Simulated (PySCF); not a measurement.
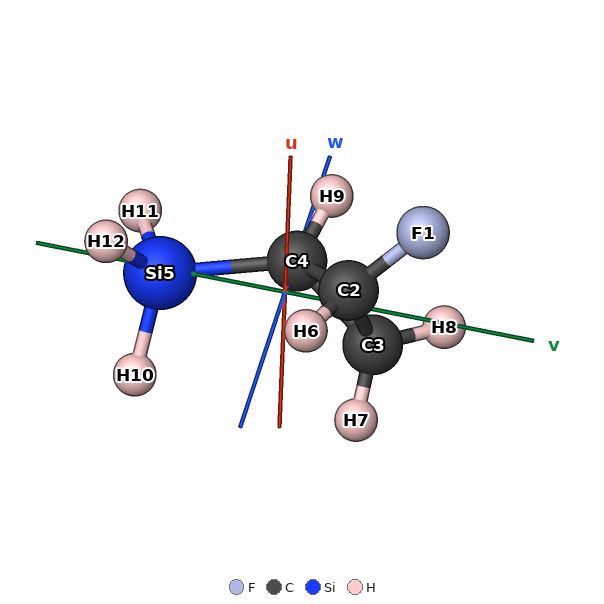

The lines u, v and w are the principal axes of the static dipole polarisability. Geometry: a frame of a GFN2-xTB molecular-dynamics simulation, not a minimum. Level of theory: PBE0/def2-SVPD (PySCF 2.14.0).

Question: Along which axis is the molecule most polarisable, and along which least?

Answer: Most along v, least along w.

Question: Give the three principal values.

Answer: u 58.0, v 72.1, w 54.8 bohr³; mean 61.7, anisotropy 15.9 bohr³.
